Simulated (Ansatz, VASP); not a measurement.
# GeMo: VASP beside Ansatz

Wanted: the spread between two codes on one cell, functional and k mesh. The cell is invented: As first built, before any earlier steps moved the atoms (in the runner's words): it takes the WC structure with all of its atoms replaced by other elements, volume scaled by an estimate. It may not be a known or stable phase. The cell is taken from a series of VASP runs on this material, whose earlier steps may have relaxed, scaled or displaced it; both programs get it as it stands. Valence electrons are named where the data sets of a main pair hold unlike numbers.

Main program and level: Ansatz 0.2.0; plane waves, with VASP 6.6.1 beside it; band structure at PBE, spin-orbit coupling.

### 1. Starting point

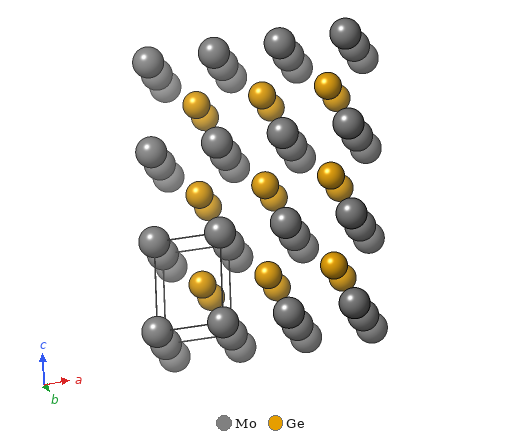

The cell as given, from a free direction (molybdenum grey, germanium orange). 3×2×3 cells are drawn. Some periodic images of atoms are drawn too.

### 2. Ansatz: band structure, PBE, spin-orbit coupling

Ansatz runs on its fully relativistic PAW (standard-fr) files.

With cell and atoms fixed, the geometry can't cause a difference; cores, projectors, grids and the points listed under the comparison can.

File input.yaml:

```yaml
crystal:
  lattice:
    - [3.2123678541, 1.45e-08, 0.0]
    - [-1.606183397, 2.7819918837, 0.0]
    - [0.0, 0.0, 3.5904304994]
  atoms:
    - { symbol: Mo, position: [0.0, 0.0, 0.0] }
    - { symbol: Ge, position: [0.66666667, 0.33333333, 0.5] }
hamiltonian:
  xc: pbe
  pseudopotentials: { kind: paw_fr }
magnetization:
  noncollinear: true
  spin_orbit: true
kpoints:
  mp_grid: { grid: [8, 8, 6] }
  band_path:
    path:
      - [0.0, 0.0, 0.0]
      - [0.13333, 0.0, 0.0]
      - [0.3, 0.0, 0.0]
      - [0.46667, 0.0, 0.0]
      - [0.46667, 0.06667, 0.0]
      - [0.41111, 0.17778, 0.0]
      - [0.35556, 0.28889, 0.0]
      - [0.28889, 0.28889, 0.0]
      - [0.17778, 0.17778, 0.0]
      - [0.06667, 0.06667, 0.0]
      - [0.0, 0.0, 0.03333]
      - [0.0, 0.0, 0.2]
      - [0.0, 0.0, 0.36667]
      - [0.0, 0.0, 0.5]
      - [0.16667, 0.0, 0.5]
      - [0.3, 0.0, 0.5]
      - [0.46667, 0.0, 0.5]
      - [0.46667, 0.06667, 0.5]
      - [0.41111, 0.17778, 0.5]
      - [0.35556, 0.28889, 0.5]
      - [0.28889, 0.28889, 0.5]
      - [0.17778, 0.17778, 0.5]
      - [0.06667, 0.06667, 0.5]
      - [0.5, 0.0, 0.46667]
      - [0.5, 0.0, 0.3]
      - [0.5, 0.0, 0.13333]
      - [0.33333, 0.33333, 0.0]
      - [0.33333, 0.33333, 0.16667]
      - [0.33333, 0.33333, 0.33333]
      - [0.33333, 0.33333, 0.5]
    npoints: 1
scf:
  occupations: { method: gaussian, width: 0.02 }
  n_extra_bands: 14
output:
  forces: true
  stress: true
  eigenvalues: true
  write_density: true
  write_potential: true
  elf: true
  volumetric_format: npy
```

Command:

```bash
ansatz run input.yaml --threads 2 --pin off --max-ram 4608MiB --backend cpu --events-out ev --progress --plain --runs-dir out
```

Numbers of over 12 decimals in the logs are rounded to 6 here.

The program printed:

```text
Warning: the atoms were moved onto the symmetric positions of the space group found under crystal.symmetry.tolerance 1.0e-5 (fractional; no operation is sought that the atoms, as they stand in a round, miss by more than twice it, and no atom is moved by as much as it), and the run uses the moved positions. Before a round's move an operation carried an atom to 1.61e-8 Å from where it should land, the largest such dist [...]
scf.n_extra_bands = 14 over 28 filled bands (N_el = 28.0): the run solves 42 bands
Engine: ansatz 0.2.0, x86_64-unknown-linux-gnu
Pseudopotentials: kind: paw_fr
Pseudopotential: Mo, paw_fr, valence charge 14, recommended cutoff 420 eV (normal), Mo.paw.azcp#standard-fr
Pseudopotential: Ge, paw_fr, valence charge 14, recommended cutoff 420 eV (normal), Ge.paw.azcp#standard-fr
Functional definition: PBE
  parameter kappa = 0.804
  parameter beta = 0.066725
  exchange = pbe_x(kappa = kappa, mu = beta*pi^2/3)
  correlation = pbe_c(beta = beta)
non-collinear run that drives no moment, with spin-orbit: no starting moment large enough to seed its density (crystal.atoms[].spin), no starting occupations that ask for one, no magnetisation constraint and no magnetic field, so the semilocal B_xc is pinned to zero
Crystal: 2 atoms, lattice volume = 32.087 Å³
Basis set: ecut = 420 eV, 647 PW (Γ), exchange–correlation on 48×48×48 points (8 copies of the dense FFT grid, shifted against one another)
Bands: 42, of which v1, the nominal top of the filled ones, is band 28 counted from 1 (27 counted from 0)
Symmetry: 12 space group operations + 12 with time reversal
Magnetic group: BNS 187.210 (UNI 1440), of the structure as read, at distance tolerance 3.2e-5 Å
k-points: 40 of 384 (time reversal used)
Projection manifold: j_resolved (fully-relativistic pseudo-atomic orbitals)
Non-local potential: Mo, projectors of the file, l = 0: 3, l = 1: 4, l = 2: 4, l = 3: 2
Non-local potential: Ge, projectors of the file, l = 0: 2, l = 1: 4, l = 2: 6, l = 3: 2
PAW form: soft (Blöchl's): semilocal exchange-correlation on the pseudo side does not see the compensation charge
PAW one-centre angular grid: Mo, 590 points (default); XC on 64 Gauss nodes
PAW one-centre angular grid: Ge, 590 points (default); XC on 64 Gauss nodes
Initial density: superposition of atomic densities (chi_scale 0.1, normalization cell, long waves kept (reshape's long-wave potential 0.00 eV rms))
Initial wavefunctions: pseudopotential atomic-orbital guess
Functional: x = pbe(κ = 0.804, μ = 0.219515), c = pbe(β = 0.066725)
SCF iter   1: F=—  HF=-9253.513783 eV  |F-HF|=—  |Δ(HF+E_count)|=         —  Δρ=9.73e-2  dr2=4.64e0  dr2_m=0.00e0 (ungated)  ethr=3.10e-3  |M|=0.00e0 ∫|m|=0.00e0 μB  |m|>n=0.0e0 m-floor=0.0e0 τ_xc=0.0e0  β_m=0.30  ⟨swp⟩=5.8  Hψ=7442  notcnv=0  defer=86
preconditioner: auto → none  [insulator: Δε(μ)=0.037 eV  Ē_g=20.821 eV  σ=0.020 eV  W_gap=0.76  n_scr=8 (ndim 8)  ℏωp=29.3 eV  f_vac=0.000  D(μ)=0.83/eV (n_scr^D=2)  ε∞_Penn≈3.0]
SCF iter   2: F=—  HF=-9252.440078 eV  |F-HF|=—  |Δ(HF+E_count)|=    1.07e0  Δρ=3.05e-2  dr2=2.34e-1  dr2_m=0.00e0 (ungated)  ethr=3.10e-3  |M|=0.00e0 ∫|m|=0.00e0 μB  |m|>n=0.0e0 m-floor=0.0e0 τ_xc=0.0e0  β_m=0.29  ⟨swp⟩=2.8  Hψ=3442  notcnv=0  defer=312
SCF iter   3: F=—  HF=-9252.395677 eV  |F-HF|=—  |Δ(HF+E_count)|=   4.44e-2  Δρ=2.16e-2  dr2=7.98e-2  dr2_m=0.00e0 (ungated)  ethr=8.35e-4  |M|=0.00e0 ∫|m|=0.00e0 μB  |m|>n=0.0e0 m-floor=0.0e0 τ_xc=0.0e0  β_m=0.49  ⟨swp⟩=2.2  Hψ=2160  notcnv=0  defer=312
SCF iter   4: F=—  HF=-9252.384096 eV  |F-HF|=—  |Δ(HF+E_count)|=   1.16e-2  Δρ=5.75e-3  dr2=5.23e-3  dr2_m=0.00e0 (ungated)  ethr=2.85e-4  |M|=0.00e0 ∫|m|=0.00e0 μB  |m|>n=0.0e0 m-floor=0.0e0 τ_xc=0.0e0  β_m=0.51  ⟨swp⟩=2.4  Hψ=1943  notcnv=0  defer=312
SCF iter   5: F=—  HF=-9252.383490 eV  |F-HF|=—  |Δ(HF+E_count)|=   6.06e-4  Δρ=1.08e-3  dr2=1.23e-4  dr2_m=0.00e0 (ungated)  ethr=1.87e-5  |M|=0.00e0 ∫|m|=0.00e0 μB  |m|>n=0.0e0 m-floor=0.0e0 τ_xc=0.0e0  β_m=0.63  ⟨swp⟩=2.0  Hψ=2413  notcnv=0  defer=312
SCF iter   6: F=—  HF=-9252.383523 eV  |F-HF|=—  |Δ(HF+E_count)|=   3.22e-5  Δρ=1.46e-4  dr2=3.38e-6  dr2_m=0.00e0 (ungated)  ethr=4.38e-7  |M|=0.00e0 ∫|m|=0.00e0 μB  |m|>n=0.0e0 m-floor=0.0e0 τ_xc=0.0e0  β_m=0.61  ⟨swp⟩=2.0  Hψ=1708  notcnv=0  defer=312
SCF iter   7: F=—  HF=-9252.383523 eV  |F-HF|=—  |Δ(HF+E_count)|=   4.36e-7  Δρ=4.17e-5  dr2=1.50e-7  dr2_m=0.00e0 (ungated)  ethr=1.21e-8  |M|=0.00e0 ∫|m|=0.00e0 μB  |m|>n=0.0e0 m-floor=0.0e0 τ_xc=0.0e0  β_m=0.73  ⟨swp⟩=2.0  Hψ=2278  notcnv=0  defer=312
SCF iter   8: F=-9252.383523 eV  HF=-9252.383523 eV  |F-HF|=1.96e-9  |Δ(HF+E_count)|=   2.84e-8  Δρ=4.50e-6  dr2=3.79e-9  dr2_m=0.00e0 (ungated)  ethr=3.57e-10  |M|=0.00e0 ∫|m|=0.00e0 μB  |m|>n=0.0e0 m-floor=0.0e0 τ_xc=0.0e0  ⟨swp⟩=12.8  Hψ=10681  notcnv=0
SCF 1 converged in 8 iterations: F = -9252.383523 eV  dr2 = 3.79e-9
  greatest PAW one-centre occupation: 0.998 electrons in one spin orbital (limit 2), on the Mo atom at site 0 (counted from 0), in its partial waves of l = 0
NSCF: frozen V_eff on 30 k-points
SCF converged after 8 iterations
Magnetization: |M| = 0.0000 μB,  M = (+0.0000, +0.0000, +0.0000) μB
Absolute magnetization: 0.0000 μB (∫|m|)
  site 0: m = (+0.0000, +0.0000, +0.0000) μB, |m| = 0.0000 μB  (R = 1.06 Å)
  site 1: m = (+0.0000, +0.0000, +0.0000) μB, |m| = 0.0000 μB  (R = 1.06 Å)
Free energy (F): -9252.383523 eV
Harris-Foulkes:  -9252.383523 eV  (|F-HF|=1.96e-9)
Internal energy: -9252.383289 eV  (E = F + TS)
E sigma→0 (E₀):  -9252.383406 eV
Entropy (-TS):   -0.000234 eV (-0.117 meV/atom)
Fermi energy:    16.568720 eV
--- Per-component energies (eV) ---
  E_band       = -146.821818
  E_kinetic    = 554.001179
  E_local      = -2877.457399  (includes V_loc(G=0)·N_el)
  E_nonlocal   = 562.326893
  E_hartree    = 1183.324620
  E_xc         = -259.852914
  E_vxc        = -294.760670  (∫ρ·V_xc dr)
  E_paw        = -5222.881198  (= ΣΔE_a)
  E_vpaw       = -457.579771  (= ΣTr[D̂ρ^β])
  E_aug_tail   = 0.000333  (compensation charges beyond the density's cutoff)
  E_ewald      = -3191.844803
  E_smearing   = -0.000234  (= −TS)
  E_closure    = -0.000000  (closes the sum)
  Σ components = -9252.383523   (vs F -9252.383523, Δ=0.00e0)
--- Forces (eV/Å), atoms counted from 1 ---
  atom   1  Mo    -0.00000000    -0.00000000     0.00000000
  atom   2  Ge     0.00000000    -0.00000000     0.00000000
  max |Σ_I F_I| component: 6.01e-17 eV/Å
--- Stress (GPa, compression-positive) ---
        0.188007      -0.000000       0.000000
       -0.000000       0.188007       0.000000
        0.000000       0.000000       0.485850
  P = ⅓ Tr σ = 0.2873 GPa (2.873 kbar)
--- Band table (eV; the first three rows and the last of 40) ---
  k-point 0: bands = [... 24 lower, 15.1829, 15.1829, 16.8639, 16.8639, 17.2529, 17.2529, 17.3563, 17.3563, ... 10 higher]
  k-point 1: bands = [... 24 lower, 15.3146, 15.3146, 16.5666, 16.5666, 16.9581, 16.9581, 17.0079, 17.0585, ... 10 higher]
  k-point 2: bands = [... 24 lower, 15.6278, 15.6278, 16.3541, 16.3541, 16.4201, 16.5022, 16.7351, 16.7351, ... 10 higher]
  k-point 39: bands = [... 24 lower, 14.8427, 14.9446, 15.5682, 15.6229, 17.8036, 17.8062, 20.4834, 20.5663, ... 10 higher]
```

Elapsed: 4.7 s, on 2 threads of Intel Xeon 6975P-C (Granite Rapids), shared host; peak memory 0.52 GiB.

### 3. VASP: band structure, PBE, spin-orbit coupling

The same cell, functional, mesh and smearing now go to VASP, with its own data sets.

Lines of VASP's logs that name or quote its potential files are left out, and so is its time.

File INCAR:

```
SYSTEM = GeMo
PREC = Accurate
ENCUT = 410
EDIFF = 1E-06
NELM = 100
ISMEAR = 0
SIGMA = 0.02
LREAL = .FALSE.
ALGO = Normal
GGA = PE
LNONCOLLINEAR = .TRUE.
MAGMOM = 0 0 0 0 0 0
NBANDS = 40
GGA_COMPAT = .FALSE.
LASPH = .TRUE.
LSORBIT = .TRUE.
LMAXMIX = 4
LORBIT = 11
LWAVE = .FALSE.
LCHARG = .FALSE.
KPAR = 4
```

File POSCAR:

```
GeMo
1.0
    3.2123678541      0.0000000145      0.0000000000
   -1.6061833970      2.7819918837      0.0000000000
    0.0000000000      0.0000000000      3.5904304994
Mo Ge
1 1
Direct
    0.0000000000      0.0000000000      0.0000000000
    0.6666666700      0.3333333300      0.5000000000
```

File KPOINTS:

```
Automatic mesh
0
Gamma
8 8 6
0 0 0
```

File KPOINTS_OPT:

```
Line mode
16
Line-mode
Reciprocal
  0.00000000   0.00000000   0.00000000 GAMMA
  0.50000000   0.00000000   0.00000000 M

  0.50000000   0.00000000   0.00000000 M
  0.33333333   0.33333333   0.00000000 K

  0.33333333   0.33333333   0.00000000 K
  0.00000000   0.00000000   0.00000000 GAMMA

  0.00000000   0.00000000   0.00000000 GAMMA
  0.00000000   0.00000000   0.50000000 A

  0.00000000   0.00000000   0.50000000 A
  0.50000000   0.00000000   0.50000000 L

  0.50000000   0.00000000   0.50000000 L
  0.33333333   0.33333333   0.50000000 H

  0.33333333   0.33333333   0.50000000 H
  0.00000000   0.00000000   0.50000000 A

  0.50000000   0.00000000   0.50000000 L
  0.50000000   0.00000000   0.00000000 M

  0.33333333   0.33333333   0.00000000 K
  0.33333333   0.33333333   0.50000000 H
```

The projector-augmented-wave data sets are Mo_sv and Ge_d (PBE family, release 64).

Command:

```bash
mpirun -np 4 vasp_ncl
```

The program printed:

```text
[banner, memory and clock lines left out]
running    4 mpi-ranks, on    1 nodes
 distrk:  each k-point on    1 cores,    4 groups
 distr:  one band on    1 cores,    1 groups

 POSCAR found type information on POSCAR MoGe
 POSCAR found :  2 types and       2 ions
 LDA part: xc-table for (Slater+PW92), standard interpolation
 POSCAR, INCAR and KPOINTS ok, starting setup
 FFT: planning ... GRIDC
 FFT: planning ... GRID_SOFT
 FFT: planning ... GRID
 WAVECAR not read
 entering main loop
       N       E                     dE             d eps       ncg     rms          rms(c)
DAV:   1     0.264830733785E+03    0.26483E+03   -0.12338E+04  6880   0.306E+03
DAV:   2     0.169539119696E+02   -0.24788E+03   -0.23684E+03  5080   0.725E+02
DAV:   3    -0.153074081452E+02   -0.32261E+02   -0.31488E+02  5440   0.158E+02
DAV:   4    -0.165565343198E+02   -0.12491E+01   -0.12459E+01  5528   0.351E+01
DAV:   5    -0.165785599095E+02   -0.22026E-01   -0.22025E-01  5472   0.529E+00    0.150E+01
DAV:   6    -0.157362297877E+02    0.84233E+00   -0.29638E+00  5352   0.138E+01    0.266E+00
DAV:   7    -0.156807530447E+02    0.55477E-01   -0.17703E-01  6344   0.582E+00    0.203E+00
DAV:   8    -0.156648495459E+02    0.15903E-01   -0.30873E-02  6200   0.214E+00    0.527E-01
DAV:   9    -0.156644694269E+02    0.38012E-03   -0.24301E-03  6120   0.612E-01    0.204E-01
DAV:  10    -0.156643578177E+02    0.11161E-03   -0.39162E-04  6096   0.339E-01    0.786E-02
DAV:  11    -0.156643792420E+02   -0.21424E-04   -0.73359E-05  6376   0.116E-01    0.231E-02
DAV:  12    -0.156643784711E+02    0.77086E-06   -0.13130E-05  6248   0.580E-02    0.507E-03
DAV:  13    -0.156643783526E+02    0.11852E-06   -0.40879E-07  3072   0.797E-03
   1 F= -.15664378E+02 E0= -.15664257E+02  d E =-.241802E-03  mag=     0.0000     0.0000    -0.0000
 Start KPOINTS_OPT (optional k-point list driver)
k-point batch [1-60\144]
       N       E                     dE             ncg
DAV:   1    -0.303140033661E+04   -0.31905E+05     6768
DAV:   2    -0.180126169203E+05   -0.14981E+05     5024
DAV:   3    -0.198934709000E+05   -0.18809E+04     5552
DAV:   4    -0.199662380150E+05   -0.72767E+02     5368
DAV:   5    -0.199675664398E+05   -0.13284E+01     5584
DAV:   6    -0.199676002264E+05   -0.33787E-01     5352
DAV:   7    -0.199676015719E+05   -0.13455E-02     5800
DAV:   8    -0.199676016267E+05   -0.54853E-04     5096
DAV:   9    -0.199676016292E+05   -0.24672E-05     3880
DAV:  10    -0.199676016295E+05   -0.33816E-06     2984
[...]
k-point batch [121-144\144]
       N       E                     dE             ncg
DAV:   1     0.326866223974E+05   -0.25717E+05     2776
DAV:   2     0.268597689570E+05   -0.58269E+04     2024
DAV:   3     0.261072032313E+05   -0.75257E+03     2200
DAV:   4     0.260792184252E+05   -0.27985E+02     2032
DAV:   5     0.260786928735E+05   -0.52555E+00     2200
DAV:   6     0.260786795366E+05   -0.13337E-01     2104
DAV:   7     0.260786790325E+05   -0.50401E-03     2288
DAV:   8     0.260786790096E+05   -0.22942E-04     1896
DAV:   9     0.260786790085E+05   -0.10737E-05     1368
DAV:  10     0.260786790084E+05   -0.12226E-06     1088
```

(Continued in part 2 of 2.)

[Lines on the potential files, build, host, timing and source positions are cut from VASP's logs without a mark.]

[Logs are printed without paths, hosts, clocks, repeated set-up lines and the standing remarks that a program may print on its own settings, such as how far it seeks lower states.]

[Hosts, paths, dates, database ids (printed as entryN), source tags and the programs' standing remarks are cut or masked in the printed files.]
